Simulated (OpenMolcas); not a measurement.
# triplet I2: levels of theory compared

Aim: a comparison of 6 runs (UHF/def2-TZVPP, U-r2SCAN/def2-TZVPP, U-revPBE/def2-TZVPP, UB3LYP/def2-TZVPP, UM06-2X/def2-TZVPP, USVWN5/def2-TZVPP) of triplet I2. 

The calculation is run with OpenMolcas 26.06.

## Step 1: The structure to begin with

The species is I2 (2 atoms), meant as a triplet with charge 0. As SMILES of the parent species, `II`. Geometry: relaxed at PBE0-D4/def2-TZVP. That shape belongs to the parent species and isn't relaxed for this state.

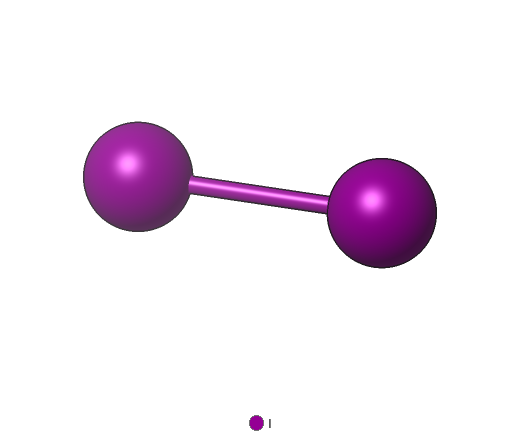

Viewed from a chosen angle; iodine purple.

## Step 2: A single-point energy at UHF/def2-TZVPP (core potential) (run 1)

coord.xyz

```xyz
2

I      0.000000     0.000000     0.004660
I      0.000000     0.000000     2.660350
```

mol.input

```
* I2 Hartree-Fock

&gateway
  baslib=$CurrDir
  coord=coord.xyz
  basis=def2-TZVPP
  group=NoSym

&seward

&scf
  uhf
  spin=3
  thresholds=1e-10 1e-07 1e-07 1e-05
  prorbitals=1 1
```

The basis set def2-TZVPP is read from a file made from the Basis Set Exchange's data (not shown).

Command:

```bash
$ export MOLCAS_MEM=1860
$ pymolcas mol.input > mol.log
```

What it wrote:

```text
--- Start Module: gateway ---
[...]
--- Stop Module: gateway /rc=_RC_ALL_IS_WELL_ ---
--- Start Module: seward ---
[...]
      Basis functions          100
--- Stop Module: seward /rc=_RC_ALL_IS_WELL_ ---
[...]
--- Start Module: scf ---
[...]
       Convergence after  24 Iterations
[...]
::    Total SCF energy                               -593.2693187177
[...]
      Total spin, S                                     1.0114773089
[...]
      Total electronic charge=   50.000000
      Total            charge=   -0.000000
[...]
      Dipole Moment (debye):
      Origin of the operator (angstrom)=    0.0000    0.0000    1.3325
                   X= -7.8145E-15               Y=  1.5508E-15               Z=  6.0923E-13           Total=  6.0928E-13
      Quadrupole Moment (debye*angstrom):
[...]
--- Stop Module: scf /rc=_RC_ALL_IS_WELL_ ---
[...]
```

It took 9.9 s on 1 thread of Arm Neoverse V1, shared host; peak memory 0.56 GiB.

## Step 3: A single-point energy at U-r2SCAN/def2-TZVPP (core potential) (run 2)

test.inp

```
>>> EXPORT MOLCAS_PRINT=2

&GATEWAY
  BasLib=$CurrDir
  Coord
  2
  angstrom
  I        0.000000       0.000000       0.004660
  I        0.000000       0.000000       2.660350
  Basis=def2-TZVPP
  Group=NoSym

&SEWARD
  GridInput
  Grid=UltraFine
  End of Grid

&SCF
  UHF
  Spin=3
  KSDFT=2
  1.0 MGGA_X_R2SCAN
  1.0 MGGA_C_R2SCAN
  Thresholds=1e-10 1e-07 1e-07 1e-05
  PrOrbitals=0
```

The basis set def2-TZVPP is read from a file made from the Basis Set Exchange's data (not shown).

Command:

```bash
$ export MOLCAS_MEM=1860
$ pymolcas test.inp > test.log
```

What it wrote:

```text
--- Start Module: gateway ---
[...]
--- Stop Module: gateway /rc=_RC_ALL_IS_WELL_ ---
--- Start Module: seward ---
[...]
      Basis functions          100
--- Stop Module: seward /rc=_RC_ALL_IS_WELL_ ---
[...]
--- Start Module: scf ---
[...]
       Convergence after 259 Iterations
[...]
::    Total KS-DFT energy                            -595.6024949697
[...]
      Total spin, S                                     1.0024348197
[...]
      Total electronic charge=   50.000000
      Total            charge=   -0.000000
[...]
      Dipole Moment (debye):
      Origin of the operator (angstrom)=    0.0000    0.0000    1.3325
                   X=  4.9298E-07               Y= -2.3169E-07               Z=  1.7551E-06           Total=  1.8376E-06
      Quadrupole Moment (debye*angstrom):
[...]
--- Stop Module: scf /rc=_RC_ALL_IS_WELL_ ---
[...]
```

Wall time 6.6 min (1 thread of Arm Neoverse V1, shared host); peak memory 0.56 GiB.

Runs 3 to 5 aren't shown in full; the table further down has their settings and results.

## Step 4: The energy at USVWN5/def2-TZVPP (core potential) (run 6)

test.input

```
* I2 Kohn-Sham DFT

&GATEWAY
 BasLib = $CurrDir
 BasisSet
 I.def2-TZVPP....
 I1 0.000000 0.000000 0.004660 angstrom
 I2 0.000000 0.000000 2.660350 angstrom
 End of Basis

&SEWARD
 GridInput
 Grid=UltraFine
 End of Grid

&SCF
 UHF
 Spin = 3
 KSDFT = SVWN5
 Thresholds = 1e-10 1e-07 1e-07 1e-05
 PrOrbitals = 1 1
```

The basis set def2-TZVPP is read from a file made from the Basis Set Exchange's data (not shown).

Command:

```bash
$ export MOLCAS_MEM=1860
$ pymolcas test.input > test.log
```

What it wrote:

```text
--- Start Module: gateway ---
[...]
--- Stop Module: gateway /rc=_RC_ALL_IS_WELL_ ---
--- Start Module: seward ---
[...]
      Basis functions          100
--- Stop Module: seward /rc=_RC_ALL_IS_WELL_ ---
[...]
--- Start Module: scf ---
[...]
       Convergence after  31 Iterations
[...]
::    Total KS-DFT energy                            -594.5561996700
[...]
      Total spin, S                                     1.0004214297
[...]
      Total electronic charge=   50.000000
      Total            charge=   -0.000000
[...]
      Dipole Moment (debye):
      Origin of the operator (angstrom)=    0.0000    0.0000    1.3325
                   X= -1.6768E-14               Y=  2.1501E-14               Z=  3.5906E-06           Total=  3.5906E-06
      Quadrupole Moment (debye*angstrom):
[...]
--- Stop Module: scf /rc=_RC_ALL_IS_WELL_ ---
[...]
```

Run time: 23 s. Hardware: 1 thread of Arm Neoverse V1, shared host; peak memory 0.56 GiB.

## Step 5: Overview of the runs

| run | level | integration grid | energy (Eh) | dipole moment (D) | HOMO energy (eV) | ⟨S²⟩ | wall time |
| --- | --- | --- | --- | --- | --- | --- | --- |
| 1 | UHF/def2-TZVPP (core potential) | – | -593.269319 | 0.00 | -7.95 | 2.035 | 9.9 s |
| 2 | U-r2SCAN/def2-TZVPP (core potential) | UltraFine | -595.602495 | 0.00 | -4.84 | 2.007 | 6.6 min |
| 3 | U-revPBE/def2-TZVPP (core potential) | UltraFine | -595.456514 | 0.00 | -4.51 | 2.003 | 36 s |
| 4 | UB3LYP/def2-TZVPP (core potential) | UltraFine | -595.559251 | 0.00 | -5.32 | 2.005 | 29 s |
| 5 | UM06-2X/def2-TZVPP (core potential) | UltraFine | -595.207652 | 0.00 | -6.55 | 2.015 | 42 s |
| 6 | USVWN5/def2-TZVPP (core potential) | UltraFine | -594.556200 | 0.00 | -4.67 | 2.001 | 23 s |

## Step 6: What came out

| quantity | value |
| --- | --- |
| run 6: total energy | -594.55620 Eh |
| run 6: dipole moment | 0.00 D |
| run 6: HOMO energy (highest over α and β) | -4.67 eV |
| run 6: ⟨S²⟩ | 2.001 |

What this shows: Totals of different functionals can't be ranked against each other. All runs together took 8.9 min, the longest 6.6 min.
